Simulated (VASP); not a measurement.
# TiO2 (Rutile): what each functional gives, and what it costs, part 5 of 5

Which functional reproduces the measured band gap of TiO2 (Rutile), and what does it cost? The start is a cell from a database of measured crystal structures.

VASP 6.6.1, plane waves and PAW; the level of theory is named at each step.

So far. Step 6 (Bands with AM05): The gap is 1.83 eV, direct at Γ. Against LDA that is +0.05 eV; this run took 1.2 times the core time. The gap lies -1.20 eV from the measured 3.03 eV. Step 7 (Bands with TPSS): The gap is 1.98 eV, direct at Γ. Against LDA that is +0.20 eV; this run took 4.0 times the core time. The gap lies -1.05 eV from the measured 3.03 eV.

## Step 12: Dielectric constant for the exchange share

This step: PBE; plane waves and PAW (Ti_sv, O) (VASP 6.6.1).

A dielectric-dependent hybrid needs the dielectric constant, which this PBE response run is meant to supply.

Contents of INCAR:

```
SYSTEM = TiO2
PREC = Accurate
ENCUT = 520
EDIFF = 1E-08
NELM = 100
ISMEAR = 0
SIGMA = 0.01
LREAL = .FALSE.
ALGO = Normal
GGA = PE
NBANDS = 30
LASPH = .TRUE.
LORBIT = 11
LWAVE = .FALSE.
LCHARG = .FALSE.
KPAR = 8
LEPSILON = .TRUE.
```

Contents of POSCAR:

```
TiO2
1.0
    4.5922000000      0.0000000000      0.0000000000
    0.0000000000      4.5922000000      0.0000000000
    0.0000000000      0.0000000000      2.9574000000
Ti O
2 4
Direct
    0.0000000000      0.0000000000      0.0000000000
    0.5000000000      0.5000000000      0.5000000000
    0.3049600000      0.3049600000      0.0000000000
    0.1950400000      0.8049600000      0.5000000000
    0.6950400000      0.6950400000      0.0000000000
    0.8049600000      0.1950400000      0.5000000000
```

Contents of KPOINTS:

```
Automatic mesh
0
Gamma
9 9 14
0 0 0
```

PAW data sets: Ti_sv and O (PBE family, release 64).

The run is started by

```bash
mpirun -np 8 vasp_std
```

What it wrote:

```text
[banner, memory and clock lines left out]
running    8 mpi-ranks, on    1 nodes
[...]
[... a notice as in an earlier step ...]

 LDA part: xc-table for (Slater+PW92), standard interpolation
 POSCAR, INCAR and KPOINTS ok, starting setup
[...]
entering main loop
       N       E                     dE             d eps       ncg     rms          rms(c)
DAV:   1     0.670487026066E+03    0.67049E+03   -0.24793E+04  7200   0.190E+03
DAV:   2     0.393244560176E+02   -0.63116E+03   -0.59788E+03  7802   0.555E+02
DAV:   3    -0.661694556674E+02   -0.10549E+03   -0.10321E+03 10768   0.206E+02
DAV:   4    -0.709256261871E+02   -0.47562E+01   -0.47501E+01  9962   0.441E+01
[...]
DAV:  18    -0.536421474239E+02    0.10521E-07   -0.62005E-09  4092   0.699E-04    0.393E-04
DAV:  19    -0.536421474111E+02    0.12804E-07   -0.31298E-09  3834   0.639E-04    0.153E-04
DAV:  20    -0.536421474077E+02    0.34324E-08   -0.34980E-09  3810   0.422E-04
   1 F= -.53642147E+02 E0= -.53642147E+02  d E =-.256421-140
 Linear response reoptimize wavefunctions to high precision
DAV:   1    -0.536421474077E+02    0.50022E-10   -0.64788E-10  3822   0.276E-04
 Linear response G [H, r] |phi>, progress :
  Direction:   1
       N       E                     dE             d eps       ncg     rms
RMM:   1    -0.227834887243E+03   -0.22783E+03   -0.48884E+03  8112   0.110E+03
RMM:   2    -0.182235808160E+03    0.45599E+02   -0.19899E+02 13067   0.915E+01
RMM:   3    -0.189165056799E+03   -0.69292E+01   -0.47988E+01 17325   0.306E+01
RMM:   4    -0.190277994676E+03   -0.11129E+01   -0.11008E+01 18874   0.140E+01
[...]
RMM:  39    -0.190718908044E+03    0.10533E-06   -0.31806E-05 14363   0.259E-03
RMM:  40    -0.190718908195E+03   -0.15057E-06   -0.45465E-05 14219   0.251E-03
RMM:  41    -0.190718908107E+03    0.87762E-07   -0.23002E-05 14130   0.245E-03
 Linear response G [H, r] |phi>, progress :
  Direction:   2
       N       E                     dE             d eps       ncg     rms
RMM:   1    -0.231542488314E+03   -0.23154E+03   -0.48551E+03  8094   0.111E+03
RMM:   2    -0.181597577798E+03    0.49945E+02   -0.19852E+02 13170   0.901E+01
RMM:   3    -0.188442766028E+03   -0.68452E+01   -0.48345E+01 17403   0.303E+01
RMM:   4    -0.189547371638E+03   -0.11046E+01   -0.10895E+01 18865   0.136E+01
[...]
RMM:  37    -0.189982433537E+03    0.13172E-05    0.28027E-05 14334   0.280E-03
RMM:  38    -0.189982432406E+03    0.11303E-05    0.52858E-05 14289   0.271E-03
RMM:  39    -0.189982433320E+03   -0.91369E-06    0.37004E-05 14189   0.264E-03
 Linear response G [H, r] |phi>, progress :
  Direction:   3
       N       E                     dE             d eps       ncg     rms
RMM:   1    -0.150361981700E+03   -0.15036E+03   -0.40055E+03  8646   0.109E+03
RMM:   2    -0.182867252704E+03   -0.32505E+02   -0.19346E+02 13278   0.815E+01
RMM:   3    -0.190345081813E+03   -0.74778E+01   -0.52167E+01 17065   0.272E+01
RMM:   4    -0.191421758066E+03   -0.10767E+01   -0.10601E+01 17969   0.119E+01
[...]
RMM:  36    -0.191819627076E+03    0.13980E-03   -0.46383E-04 13203   0.376E-03
RMM:  37    -0.191819639505E+03   -0.12429E-04   -0.66124E-04 13175   0.364E-03
RMM:  38    -0.191819693652E+03   -0.54147E-04   -0.11283E-03 13111   0.357E-03
 Linear response to external field (no local field effect), progress :
  Direction:   1
       N       E                     dE             d eps       ncg     rms          rms(c)
RMM:   1    -0.105410835271E+01   -0.10541E+01   -0.40665E+00 11524   0.129E+01
RMM:   2    -0.116396116851E+01   -0.10985E+00   -0.16058E-01 14134   0.253E+00
RMM:   3    -0.117545609850E+01   -0.11495E-01   -0.58528E-02 16738   0.842E-01
RMM:   4    -0.117660503236E+01   -0.11489E-02   -0.12011E-02 18057   0.390E-01
[...]
RMM:  16    -0.117720161522E+01   -0.52535E-08   -0.41893E-07 13208   0.319E-04
RMM:  17    -0.117720161716E+01   -0.19399E-08    0.38247E-07 12208   0.219E-04
RMM:  18    -0.117720161864E+01   -0.14784E-08    0.37373E-08 11335   0.162E-04
 change of polarisation eV/A/(eV/A) component  1 :     2.354    -0.175    -0.467
 dielectric tensor                  component  1 :     7.831    -0.507    -1.355
 Linear response to external field (no local field effect), progress :
  Direction:   2
       N       E                     dE             d eps       ncg     rms          rms(c)
RMM:   1    -0.980598976612E+00   -0.98060E+00   -0.34693E+00 11844   0.129E+01
RMM:   2    -0.107799799567E+01   -0.97399E-01   -0.15511E-01 13853   0.249E+00
RMM:   3    -0.108932927617E+01   -0.11331E-01   -0.57215E-02 16537   0.844E-01
RMM:   4    -0.109053723176E+01   -0.12080E-02   -0.12163E-02 18080   0.386E-01
[...]
RMM:  17    -0.109112424032E+01   -0.12999E-08    0.51261E-07 12314   0.220E-04
RMM:  18    -0.109112424167E+01   -0.13490E-08   -0.38705E-07 11299   0.165E-04
RMM:  19    -0.109112424195E+01   -0.28532E-09    0.63428E-09 10698   0.135E-04
 change of polarisation eV/A/(eV/A) component  2 :    -0.175     2.182    -0.076
 dielectric tensor                  component  2 :    -0.507     7.332    -0.219
 Linear response to external field (no local field effect), progress :
  Direction:   3
       N       E                     dE             d eps       ncg     rms          rms(c)
RMM:   1    -0.122469318949E+01   -0.12247E+01   -0.46355E+00 12005   0.135E+01
RMM:   2    -0.135755248752E+01   -0.13286E+00   -0.17227E-01 13221   0.255E+00
RMM:   3    -0.137179910082E+01   -0.14247E-01   -0.72024E-02 15531   0.867E-01
RMM:   4    -0.137273755961E+01   -0.93846E-03   -0.11281E-02 16693   0.359E-01
[...]
RMM:  19    -0.137334747907E+01    0.12963E-09    0.24468E-07  8956   0.117E-04
RMM:  20    -0.137334747915E+01   -0.81449E-10    0.11647E-07  8546   0.107E-04
RMM:  21    -0.137334747901E+01    0.13587E-09    0.86467E-08  8181   0.102E-04
 change of polarisation eV/A/(eV/A) component  3 :    -0.467    -0.076     2.747
 dielectric tensor                  component  3 :    -1.355    -0.219     8.969
 Linear response to external field, progress :
  Direction:   1
       N       E                     dE             d eps       ncg     rms          rms(c)
RMM:   1    -0.101735380352E+01   -0.10174E+01   -0.37679E+00 19421   0.129E+01
```

The job ended after 11 min (8 MPI ranks of AMD EPYC 7R43, shared host).

The run was cut off at its time limit.

More ranks or a longer limit would be the way on.

## Step 13: Dielectric constant for the exchange share

A dielectric-dependent hybrid needs the dielectric constant, which this PBE response run is meant to supply.

INCAR is that of step 12.

POSCAR is that of step 12.

KPOINTS is that of step 12.

The run is started by

```bash
mpirun -np 8 vasp_std
```

What it wrote:

```text
[... set-up lines as in an earlier step ...]
 entering main loop
       N       E                     dE             d eps       ncg     rms          rms(c)
[... 20 cycles as in an earlier step ...]
   1 F= -.53642147E+02 E0= -.53642147E+02  d E =-.256421-140
 Linear response reoptimize wavefunctions to high precision
[... 1 cycle as in an earlier step ...]
 Linear response G [H, r] |phi>, progress :
  Direction:   1
       N       E                     dE             d eps       ncg     rms
[... 41 cycles as in an earlier step ...]
 Linear response G [H, r] |phi>, progress :
  Direction:   2
       N       E                     dE             d eps       ncg     rms
[... 39 cycles as in an earlier step ...]
 Linear response G [H, r] |phi>, progress :
  Direction:   3
       N       E                     dE             d eps       ncg     rms
[... 38 cycles as in an earlier step ...]
 Linear response to external field (no local field effect), progress :
  Direction:   1
       N       E                     dE             d eps       ncg     rms          rms(c)
[... 18 cycles as in an earlier step ...]
 change of polarisation eV/A/(eV/A) component  1 :     2.354    -0.175    -0.467
 dielectric tensor                  component  1 :     7.831    -0.507    -1.355
 Linear response to external field (no local field effect), progress :
  Direction:   2
       N       E                     dE             d eps       ncg     rms          rms(c)
[... 19 cycles as in an earlier step ...]
 change of polarisation eV/A/(eV/A) component  2 :    -0.175     2.182    -0.076
 dielectric tensor                  component  2 :    -0.507     7.332    -0.219
 Linear response to external field (no local field effect), progress :
  Direction:   3
       N       E                     dE             d eps       ncg     rms          rms(c)
[... 6 cycles as in an earlier step ...]
```

It took 11 min on 8 MPI ranks.

The run was cut off at its time limit.

More ranks or a longer limit would be the way on.

## Step 14: The ladder as a table

This step: ladder of functionals on one cell; plane waves and PAW (VASP 6.6.1).

No new run; the numbers come from the runs before.

A gap of 0 means none; cost is the wall time of each run, as given at its step, times its ranks, without the set-up around it. Results by level, by row:

| level | gap (eV) | least direct gap (eV) | pressure (GPa) | cost (core minutes) |
| --- | --- | --- | --- | --- |
| LDA | 1.775 | 1.775 | -6.74 | 8.67 |
| PBE | 1.867 | 1.867 | 6.1 | 10.1 |
| r2SCAN | 2.237 | 2.237 | 1.47 | 30.7 |
| TB-mBJ | 2.74 | 2.748 | - | 17.3 |
| AM05 | 1.829 | 1.829 | -0.58 | 10.5 |
| TPSS | 1.975 | 1.975 | 5.12 | 34.7 |

## Step 15: Results

```json
{
  "gap, LDA": "1.77 eV",
  "gap, PBE": "1.87 eV",
  "gap, r2SCAN": "2.24 eV",
  "gap, TB-mBJ": "2.74 eV",
  "gap, AM05": "1.83 eV",
  "gap, TPSS": "1.98 eV"
}
```

**Reading.** For TiO2 (Rutile) the functional decides between a gap of 1.77 eV (LDA) and 2.74 eV (TB-mBJ), while across these levels the cost spans a factor of 4.0. No level that was run brings the gap within 0.21 eV of experiment (a bound picked here). In most such crystals zero-point and thermal motion narrow the gap, so the static value to match lies above the measured one, and levels a little over it fare better than the table shows. The levels disagree on whether the gap is direct: it is with LDA, PBE, r2SCAN, AM05 and TPSS. All levels use one geometry and one mesh, kept coarse to afford the hybrids, so no gap here is fully converged. Costs come from a shared host. Not obtained: HSE06, because the run crashed. Not obtained: the dielectric constant with PBE, because the run hit its time limit. These are single-particle gaps of a static lattice, without excitons or temperature.

Comparison with the measured values:

```
                 quantity  measured              LDA              PBE           r2SCAN           TB-mBJ             AM05             TPSS
band gap (least gap) (eV)      3.03  1.77 (-1.26 eV)  1.87 (-1.16 eV)  2.24 (-0.79 eV)  2.74 (-0.29 eV)  1.83 (-1.20 eV)  1.98 (-1.05 eV)
```

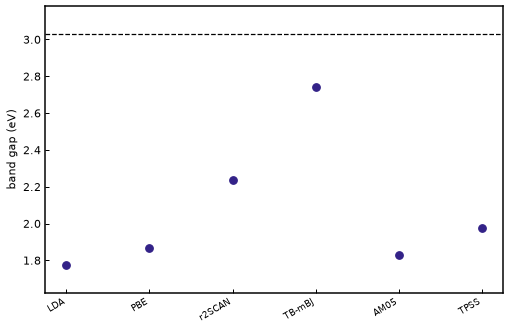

The band gap by level; the dashed line is the measured value.

Measured values from arxiv:1612.05679 (2016).

**Verdict.** For the band gap, of the levels listed nearest comes TB-mBJ (-0.29 eV, fair agreement) and farthest LDA (-1.26 eV, a clear miss). Zero-point and thermal motion shift the measured gap. No cell relaxation is part of this session.

[Lines on the potential files, build, host, timing and source positions are cut from VASP's logs without a mark.]

[Logs are printed without paths, hosts, clocks, repeated set-up lines and the standing remarks that a program may print on its own settings, such as how far it seeks lower states.]

[Hosts, paths, dates, database ids (printed as entryN), source tags and the programs' standing remarks are cut or masked in the printed files.]

[A measured line is paired with the nearest computed mode of its activity, which favours agreement.]
